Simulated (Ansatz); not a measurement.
# A frame of liquid acetonitrile from 298 K (186 atoms): geometry optimisation, part 3 of 3

Aim: bring a frame of liquid acetonitrile from 298 K (186 atoms) to a nearby minimum of the energy and see what moves.

Ansatz 0.2.0; Kohn-Sham DFT, PBE+D4, PAW (set soft_2), plane waves.

The cell: 62 C, 31 N and 93 H. The network of contacts between molecules at the start is that of the classical potential that made the cell. Only the Γ point is sampled, in a cell whose shortest periodic width is 14 Å.

So far, density (g/cm³): step 4 (distances and neighbours after relaxation) 0.782.

### 5. Single point at the relaxed geometry

One more single point at the end of the walk gives the fuller output and checks the residual forces.

The input, input.yaml:

```yaml
crystal:
  lattice:
    - [13.92888, 0.0, 0.0]
    - [0.0, 13.92888, 0.0]
    - [0.0, 0.0, 13.92888]
  atoms:
    - { symbol: C, position: [0.51068, 0.6901, 0.63828] }
    - { symbol: C, position: [0.55111, 0.75813, 0.7059] }
    - { symbol: "N", position: [0.58282, 0.81242, 0.76078] }
    - { symbol: H, position: [0.51173, 0.71975, 0.56522] }
    - { symbol: H, position: [0.43602, 0.67408, 0.65836] }
    - { symbol: H, position: [0.5529, 0.62352, 0.63893] }
    - { symbol: C, position: [0.49083, 0.34993, 0.65577] }
    - { symbol: C, position: [0.41417, 0.37962, 0.71957] }
    - { symbol: "N", position: [0.35187, 0.40262, 0.77018] }
    - { symbol: H, position: [0.46146, 0.33238, 0.58461] }
    - { symbol: H, position: [0.52736, 0.28662, 0.68533] }
    - { symbol: H, position: [0.54353, 0.40802, 0.64833] }
    - { symbol: C, position: [0.28554, 0.15285, 0.75189] }
    - { symbol: C, position: [0.37287, 0.14507, 0.80773] }
    - { symbol: "N", position: [0.44272, 0.13864, 0.85296] }
    - { symbol: H, position: [0.22368, 0.13463, 0.79737] }
    - { symbol: H, position: [0.28812, 0.10328, 0.69074] }
    - { symbol: H, position: [0.27695, 0.22652, 0.72555] }
    - { symbol: C, position: [0.13691, 0.64624, 0.86518] }
    - { symbol: C, position: [0.20856, 0.65641, 0.7906] }
    - { symbol: "N", position: [0.26721, 0.66363, 0.73157] }
    - { symbol: H, position: [0.09415, 0.58128, 0.85251] }
    - { symbol: H, position: [0.08802, 0.70791, 0.86554] }
    - { symbol: H, position: [0.17188, 0.64095, 0.93581] }
    - { symbol: C, position: [0.18675, 0.08874, 0.11314] }
    - { symbol: C, position: [0.15142, 0.11016, 0.01777] }
    - { symbol: "N", position: [0.12305, 0.12837, 0.94139] }
    - { symbol: H, position: [0.2331, 0.02517, 0.11074] }
    - { symbol: H, position: [0.12617, 0.0743, 0.16178] }
    - { symbol: H, position: [0.22725, 0.15043, 0.14064] }
    - { symbol: C, position: [0.39053, 0.83428, 0.17939] }
    - { symbol: C, position: [0.45968, 0.7908, 0.11515] }
    [... 148 atom lines left out ...]
    - { symbol: C, position: [0.68295, 0.05248, 0.68667] }
    - { symbol: C, position: [0.70253, 0.13459, 0.74737] }
    - { symbol: "N", position: [0.71923, 0.20133, 0.79471] }
    - { symbol: H, position: [0.64056, 0.99836, 0.72525] }
    - { symbol: H, position: [0.75145, 0.02095, 0.66355] }
    - { symbol: H, position: [0.64388, 0.07658, 0.62248] }
kpoints:
  mp_grid: { grid: [1, 1, 1] }
hamiltonian:
  xc: pbe
  dispersion: d4
scf:
  occupations: { method: gaussian, width: 0.025 }
output:
  forces: true
  stress: true
  populations: true
  dos:
    method: { smearing: { sigma: 0.08 } }
    de: 0.1
    projected: { site_lists: { C: [C], H: [H], "N": ["N"] } }
  eigenvalues: true
  write_density: true
  write_potential: true
  volumetric_format: npy
```

Launch:

```bash
> ansatz run input.yaml --threads 4 --pin off --max-ram 8192MiB --backend cpu --events-out ev --progress --plain --runs-dir out
```

Numbers of over 12 decimals in the logs are rounded to 6 here.

The log of the run:

```text
[...]
Crystal: 186 atoms, lattice volume = 2702.394 Å³
Basis set: ecut = 420 eV, 52635 PW (Γ), exchange–correlation on 192×192×192 points (8 copies of the dense FFT grid, shifted against one another)
Bands: 434, of which v1, the nominal top of the filled ones, is band 248 counted from 1 (247 counted from 0)
Symmetry: 1 space group operations
[...]
k-points: 1
[...]
SCF iter   1: F=—  HF=-28946.272262 eV  |F-HF|=—  |Δ(HF+E_count)|=         —  Δρ=2.94e-3  dr2=3.04e-1  ethr=1.77e-3  ⟨swp⟩=6.0  Hψ=1960  notcnv=0  defer=75
[...]
SCF iter  11: F=-28946.389397 eV  HF=-28946.389397 eV  |F-HF|=1.65e-8  |Δ(HF+E_count)|=   5.76e-8  Δρ=1.05e-6  dr2=4.00e-8  ethr=2.02e-11  ⟨swp⟩=18.0  Hψ=3556  notcnv=0
SCF 1 converged in 11 iterations: F = -28946.389397 eV  dr2 = 4.00e-8
[...]
WARN: The input density's exchange-correlation potential varies sharply where the density is thin. Do not read a vacuum level from v_tot or v_xc, or from such a field of the output density. On a cell that repeats whose density bears no net charge and no dipole along the vacuum's axis use v_es (v_loc + v_h of the components); [...]
SCF converged after 11 iterations
Free energy (F): -28946.389397 eV
[...]
Internal energy: -28946.389397 eV  (E = F + TS)
E sigma→0 (E₀):  -28946.389397 eV
Fermi energy:    -0.616031 eV
[...]
--- Forces (eV/Å), atoms counted from 1 ---
  atom   1  C      0.00319494     0.00343686    -0.00268957
  atom   2  C     -0.00185717    -0.00563373    -0.00554805
  atom   3  N      0.00278360     0.00391026     0.00509279
  atom   4  H      0.00037682     0.00048893     0.00027439
  atom   5  H     -0.00065775    -0.00329065     0.00101900
  atom   6  H     -0.00219479    -0.00056090     0.00126382
  atom   7  C      0.00151623    -0.00086505     0.00297567
  atom   8  C     -0.00174873    -0.00467873    -0.00064299
  atom   9  N     -0.00179026     0.00050711    -0.00090664
  atom  10  H     -0.00092603     0.00120989    -0.00076680
  atom  11  H     -0.00259267     0.00298054    -0.00025413
  atom  12  H      0.00224207     0.00044400    -0.00266258
  atom  13  C      0.00459849    -0.00069663     0.00314945
  atom  14  C      0.01057133    -0.00360072     0.00766507
[...]
atom 185  H      0.00171516     0.00138433    -0.00153543
  atom 186  H     -0.00003568    -0.00101920    -0.00002096
  max |Σ_I F_I| component: 1.25e-4 eV/Å
--- Stress (GPa, compression-positive) ---
       -0.295330      -0.012185       0.025482
       -0.012185      -0.228704      -0.011563
        0.025482      -0.011564      -0.422137
  P = ⅓ Tr σ = -0.3154 GPa (-3.154 kbar)
--- Band table (eV) ---
[...]
--- Löwdin populations: 186 sites ---
  site symbol       q [e]
     0      C      4.4881
     1      C      3.7580
     2      N      5.2352
[...]
185      H      0.7483
  spilling = 0.016139 (of n_electrons = 496.000000)
```

Run time: 15 s. Hardware: 4 threads of AMD EPYC 9R45, shared host; peak memory 3.4 GiB.

The program notes that the exchange-correlation potential is rough where the density is thin.

Numbers from this run:

```yaml
free_energy: -28946.3894 eV
free_energy_per_atom: -155.6257 eV/atom
scf_cycles: 11
pressure: -0.3154 GPa
r_m_s_force_component: 0.0039 eV/Å
longest_force: 0.03365 eV/Å
fermi_energy: -0.616 eV
spacing_of_highest_filled_and_lowest_empty_level: 6.465 eV
spilling_of_the_projection: 0.01614
```

Löwdin charges by element and coordination (they lack the spilled electrons, 0.043 e an atom on average):

| element | coordination | atoms | mean charge (e) | spread | least | most |
| --- | --- | --- | --- | --- | --- | --- |
| C | all | 62 | -0.123 | 0.365 | -0.495 | 0.254 |
| C | 2 | 31 | 0.241 | 0.0071 | 0.227 | 0.254 |
| C | 4 | 31 | -0.488 | 0.0032 | -0.495 | -0.481 |
| H | all | 93 | 0.248 | 0.0044 | 0.238 | 0.259 |
| N | all | 31 | -0.240 | 0.006 | -0.253 | -0.231 |

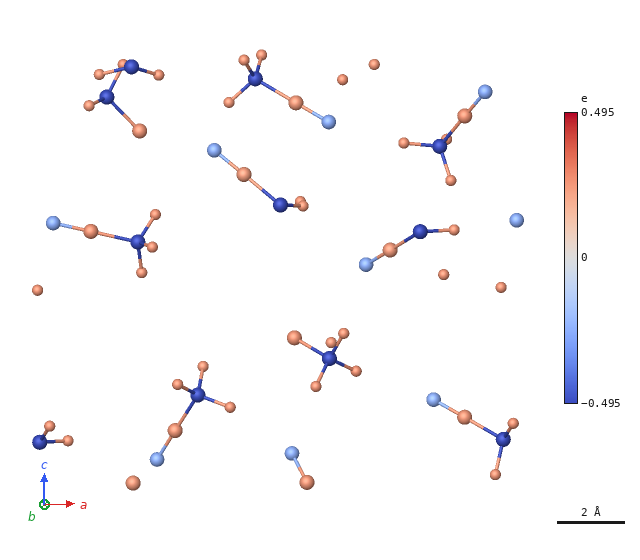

Atoms coloured by Löwdin charge. Drawn is a slice 4 Å thick, seen along the normal of the ac plane. Bonds to atoms that aren't drawn are left out.

Density of states as counts of states in windows of 1 eV (from the Fermi level), total and the larger projections:

| from (eV) | to (eV) | total | C p | N p | H s |
| --- | --- | --- | --- | --- | --- |
| -14 | -9 | 0.0 | 0.0 | 0.0 | 0.0 |
| -9 | -8 | 25.4 | 14.2 | 0.7 | 4.5 |
| -8 | -7 | 38.8 | 22.2 | 0.9 | 7.1 |
| -7 | -6 | 121.8 | 80.1 | 6.4 | 32.1 |
| -6 | -5 | 0.1 | 0.0 | 0.0 | 0.0 |
| -5 | -4 | 63.0 | 7.7 | 37.8 | 0.8 |
| -4 | -3 | 123.0 | 46.9 | 63.2 | 10.5 |
| -3 | 3 | 0.0 | 0.0 | 0.0 | 0.0 |
| 3 | 4 | 57.8 | 21.1 | 18.0 | 10.1 |
| 4 | 5 | 88.9 | 32.6 | 27.2 | 12.3 |

The curve was stored every 0.100 eV, coarse against its broadening of 0.08 eV, so these counts are rough.

Between -19 and -14 eV lie 124 more states.

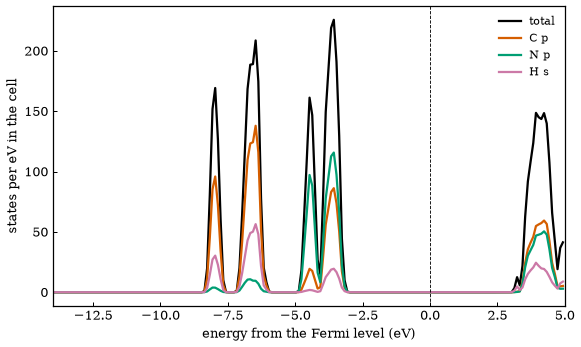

Total and projected density of states, with the broadening of the input.

The levels nearest the highest filled one (over half full), pooled over k-points and spins:

| level less the highest filled one (eV) | occupation |
| --- | --- |
| -0.147 | 2 |
| -0.146 | 2 |
| -0.131 | 2 |
| -0.111 | 2 |
| -0.0685 | 2 |
| 0 | 2 |
| 6.46 | 0 |
| 6.70 | 0 |
| 6.74 | 0 |
| 6.78 | 0 |
| 6.80 | 0 |
| 6.81 | 0 |

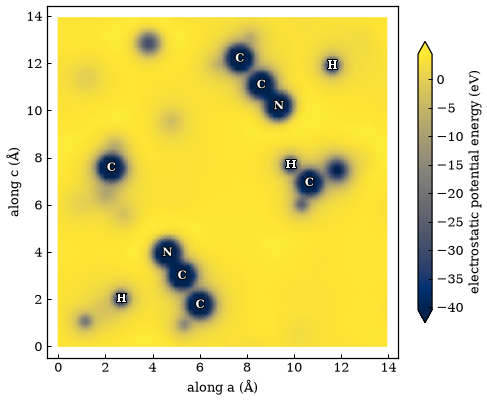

Electrostatic potential energy in the ac plane at fractional y = 0.239, with atoms of H and C and N within 0.2 Å of it. With pseudopotentials it is smooth inside the atoms' cores, unlike the true potential. The map starts off the cell's origin, so that atoms lie inside it.

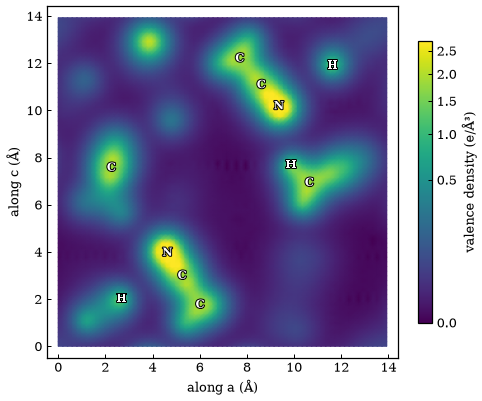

Valence density in the ac plane at fractional y = 0.239, with atoms of H and C and N within 0.2 Å of it. It is the smooth field of the valence electrons, not physical close to the nuclei. The map starts off the cell's origin, so that atoms lie inside it. The colour scale is stretched toward low values.

Mean Löwdin charges: C -0.12, H +0.25, N -0.24 e (they miss 1.6 % of the electrons, so they add up to more than the cell's charge).

A closer look about H34, picked at random: 10 atoms, nearest first, numbered in the order of the input, with positions taken from that point.

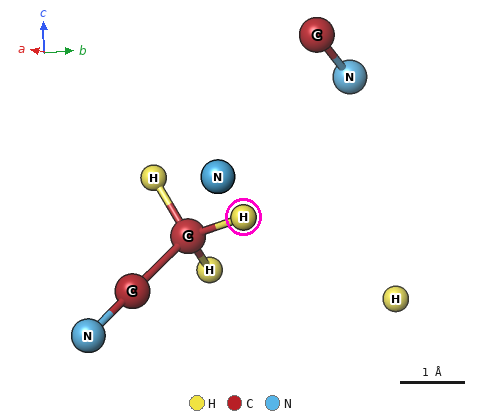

The atoms of the table, within 3.2 Å (arrows a, b, c point along x, y, z); some may hide others; the central atom is ringed.

| atom | x | y | z | distance (Å) | bonds | Löwdin charge (e) |
| --- | --- | --- | --- | --- | --- | --- |
| H34 | 0.00 | 0.00 | 0.00 | 0.00 | 1 | 0.25 |
| C31 | -0.31 | -1.03 | -0.24 | 1.10 | 4 | -0.48 |
| H35 | -0.35 | -1.59 | 0.71 | 1.77 | 1 | 0.25 |
| H36 | -1.30 | -1.02 | -0.70 | 1.80 | 1 | 0.24 |
| C32 | 0.65 | -1.63 | -1.13 | 2.09 | 2 | 0.25 |
| N141 | 2.72 | 0.52 | 0.45 | 2.81 | 1 | -0.24 |
| N87 | -1.40 | 1.32 | 2.23 | 2.95 | 1 | -0.24 |
| C86 | -0.43 | 1.12 | 2.84 | 3.08 | 2 | 0.24 |
| N33 | 1.43 | -2.11 | -1.85 | 3.15 | 1 | -0.24 |
| H28 | -2.50 | 1.63 | -1.19 | 3.22 | 1 | 0.25 |

The column of bonds counts only the pairs H-C within 1.34 Å, C-C within 1.82 Å, C-N within 1.62 Å; other neighbours, such as metal atoms beside each other in a compound, aren't counted, and periodic images can show an atom twice.

### 6. Changed: basis.ecutrho_ratio = 12

Changed here: basis.ecutrho_ratio = 12.

input.yaml, the sections that differ from step 5:

```yaml
crystal:
  lattice:
    - [13.92888, 0.0, 0.0]
    - [0.0, 13.92888, 0.0]
    - [0.0, 0.0, 13.92888]
  atoms:
    [... the 186 atom lines of step 2 ...]
output:
  forces: true
  stress: true
  populations: intrinsic
  dos:
    method: { smearing: { sigma: 0.08 } }
    de: 0.1
    projected: { site_lists: { C: [C], H: [H], "N": ["N"] } }
  eigenvalues: true
basis:
  ecutrho_ratio: 12
# kpoints, hamiltonian, scf: as in step 5
```

The log of the run:

```text
[...]
Crystal: 186 atoms, lattice volume = 2702.394 Å³
Basis set: ecut = 420 eV, 52635 PW (Γ), exchange–correlation on 324×324×324 points (8 copies of the dense FFT grid, shifted against one another)
Bands: 434, of which v1, the nominal top of the filled ones, is band 248 counted from 1 (247 counted from 0)
Symmetry: 1 space group operations
[...]
k-points: 1
[...]
SCF iter   1: F=—  HF=-28938.493129 eV  |F-HF|=—  |Δ(HF+E_count)|=         —  Δρ=3.43e-3  dr2=4.86e-1  ethr=1.77e-3  ⟨swp⟩=6.0  Hψ=1966  notcnv=0  defer=71
[...]
SCF iter  10: F=—  HF=-28938.526402 eV  |F-HF|=—  |Δ(HF+E_count)|=   6.97e-8  Δρ=2.35e-6  dr2=1.95e-7  ethr=1.54e-10  ⟨swp⟩=2.0  Hψ=499  notcnv=0  defer=182
SCF iter  11: F=-28938.526402 eV  HF=-28938.526402 eV  |F-HF|=7.53e-8  |Δ(HF+E_count)|=   1.35e-8  Δρ=1.65e-6  dr2=9.17e-8  ethr=2.02e-11  ⟨swp⟩=14.0  Hψ=2783  notcnv=0
SCF 1 converged in 11 iterations: F = -28938.526402 eV  dr2 = 9.17e-8
[...]
SCF converged after 11 iterations
Free energy (F): -28938.526402 eV
[...]
Internal energy: -28938.526402 eV  (E = F + TS)
E sigma→0 (E₀):  -28938.526402 eV
Fermi energy:    -0.678266 eV
[...]
Σ components = -28938.526402   (vs F -28938.526402, Δ=0.00e0)
--- Forces (eV/Å), atoms counted from 1 ---
  atom   1  C      0.83083697    -0.35711603     1.15388381
  atom   2  C     -0.25579328    -1.08939389    -0.29420035
  atom   3  N      0.08242154     0.19368710    -0.29755637
  atom   4  H     -0.10588987     0.51134984    -0.77091110
[...]
atom 186  H      0.35341043    -0.63266277     0.49953436
  max |Σ_I F_I| component: 1.08e-4 eV/Å
--- Stress (GPa, compression-positive) ---
        0.303319      -0.217633      -0.500692
       -0.217633       0.554103       0.308433
       -0.500692       0.308433      -0.094768
  P = ⅓ Tr σ = 0.2542 GPa (2.542 kbar)
--- Band table (eV) ---
[...]
--- intrinsic populations: 186 sites ---
  site symbol       q [e]
     0      C      4.5627
     1      C      3.8284
     2      N      5.2917
[...]
185      H      0.7821
  spilling = -0.000000 (of n_electrons = 496.000000)
```

Run time: 20 s. Hardware: 4 threads; peak memory 6.4 GiB; 77 s of CPU time.

Geometry and reference: those of the single point at the start.

Forces differ from those of the single point at the start by 0.003 meV/Å r.m.s., 3.0e-4 % of their size. It took 1.3 times the reference's time (shared host, so rough).

### 7. Results

```
energy change in the relaxation                  : -42.28 meV/atom
r.m.s. displacement                              : 1.111 Å
largest displacement                             : 2.609 Å
free energy per atom                             : -155.6257 eV/atom
pressure                                         : -0.3154 GPa
r.m.s. force component                           : 0.0039 eV/Å
gap (highest filled to lowest empty level) : 6.465 eV
wall time of the 4 DFT runs                      : 7.9 min
```

Relaxation lowers the energy by 42.3 meV/atom and moves atoms by 1.1 Å r.m.s.; the r.m.s. force component goes from 0.98 to 0.0039 eV/Å, the pressure goes from 0.25 to -0.32 GPa, and the gap from 5.85 to 6.46 eV. By the final cutoffs no bond was broken or made. First to last step the energy falls by 7.864 eV; the largest move, 2.61 Å, is that of H149. The C-C bonds go from 1.454 Å (spread 0.025) to 1.449 Å (spread 0.001). With the cutoffs above, 50 % of C atoms have 2 and as many 4, all H atoms have 1 and all N atoms have 1 bonded neighbour. Between filled and empty levels lie 6.46 eV (at Γ alone); a semilocal functional tends to put such gaps too low. In a disordered cell it changes from sample to sample and from frame to frame.

What to keep in mind: The network of contacts between molecules at the start is that of the classical potential that made the cell; in DFT atoms moved by 1.1 Å r.m.s.

[Logs are printed without paths, hosts, clocks, repeated set-up lines and the standing remarks that a program may print on its own settings, such as how far it seeks lower states.]

[Hosts, paths, dates, database ids (printed as entryN), source tags and the programs' standing remarks are cut or masked in the printed files.]
